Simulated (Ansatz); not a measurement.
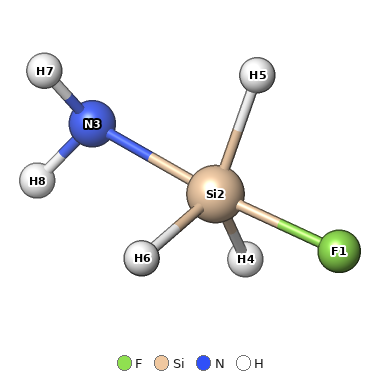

The system is FH₅NSi, charge −1; the picture shows the reference structure. 
- The turn is about an axis along (−0.34, 0.94, −0.11) in the frame of the relaxed pair, normal to the line between the partners.
- First axis: distance Si2···F1. Second axis: turn of F1 about Si2.
- Grid: 15 × 15 points; 120 points were computed and 105 follow by symmetry.
- Points are written as (first, second).
- Energies: kJ/mol, counted from the lowest grid point.
- Energies and slopes of some neighbouring points disagree (a jump in structure or state, or too coarse a mesh).
- These are results of Ansatz 0.2.0, RHF/def2-TZVPD, not measurements.

Its coordinates:

```yaml
atoms:
  - { symbol: F, position_ang: [0.8134, -0.0001, -2.1578] }
  - { symbol: Si, position_ang: [0.2164, -0.0313, -0.5408] }
  - { symbol: N, position_ang: [-0.3579, -0.2552, 1.2222] }
  - { symbol: H, position_ang: [1.6384, -0.1774, -0.0668] }
  - { symbol: H, position_ang: [-0.7258, -1.1295, -0.9580] }
  - { symbol: H, position_ang: [-0.2922, 1.3823, -0.7016] }
  - { symbol: H, position_ang: [-1.3514, -0.1783, 1.3356] }
  - { symbol: H, position_ang: [0.0590, 0.3896, 1.8672] }
```

Range: distance Si2···F1 from 1.448 to 3.448 Å; turn of F1 about Si2 from −90.0 to 90.0°.

> What landscape does the calculation give?

The lowest grid point is at (1.680 Å, 0.0°). The highest grid point, (1.448 Å, −90.0°), lies 1235 kJ/mol above the lowest.

```tsv
turn of F1 about Si2 ↓, distance Si2···F1 →	1.448	1.498	1.579	1.680	1.794	1.921	2.059	2.206	2.362	2.526	2.697	2.875	3.060	3.251	3.448
90.0	1235	1140	994	829	673	544	449	380	330	295	272	259	253	252	254
77.1	1128	1047	930	804	685	579	490	416	357	313	284	267	258	255	255
64.3	919	857	779	702	627	549	471	401	345	304	278	263	256	253	254
51.4	724	663	588	519	459	404	355	314	283	262	250	244	243	245	247
38.6	462	405	339	288	254	232	219	212	209	210	214	219	225	231	237
25.7	258	208	155	121	108	109	120	135	151	167	182	196	208	218	227
12.9	144	98	53	29	27	41	64	90	116	140	161	180	196	209	220
0.0	108	64	21	0	2	19	45	75	104	131	154	174	191	205	217
−12.9	144	98	53	29	27	41	64	90	116	140	161	180	196	209	220
−25.7	258	208	155	121	108	109	120	135	151	167	182	196	208	218	227
−38.6	462	405	339	288	254	232	219	212	209	210	214	219	225	231	237
−51.4	724	663	588	519	459	404	355	314	283	262	250	244	243	245	247
−64.3	919	857	779	702	627	549	471	401	345	304	278	263	256	253	254
−77.1	1128	1047	930	804	685	579	490	416	357	313	284	267	258	255	255
−90.0	1235	1140	994	829	673	544	449	380	330	295	272	259	253	252	254
```

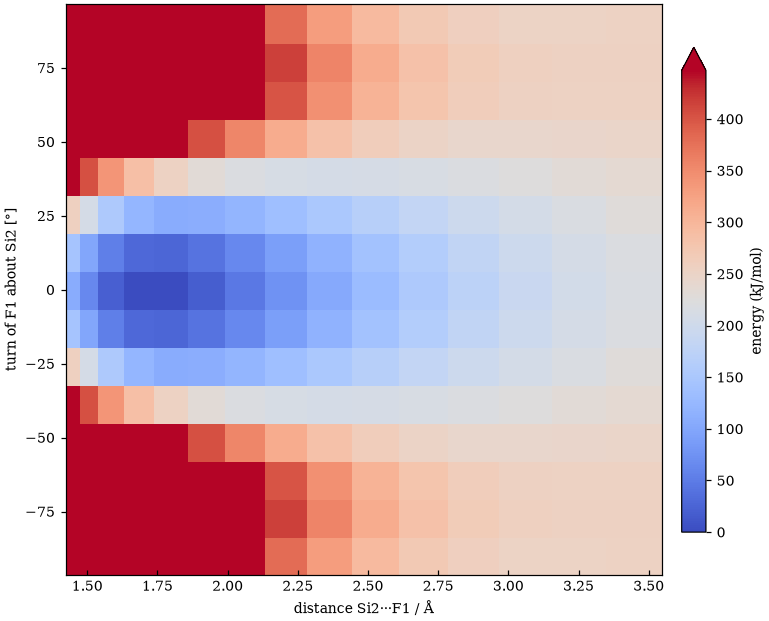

In the figure: one coloured cell a grid point, one colour for all values above the top of the scale.

Each point was launched as `ansatz run input.yaml --threads 1 --pin off --max-ram 2560MiB --backend cpu --events-out ev --progress --plain --runs-dir out`. The whole map (120 points run) took 6.4 min on 1 thread of Arm Neoverse V1, with other jobs on the host.
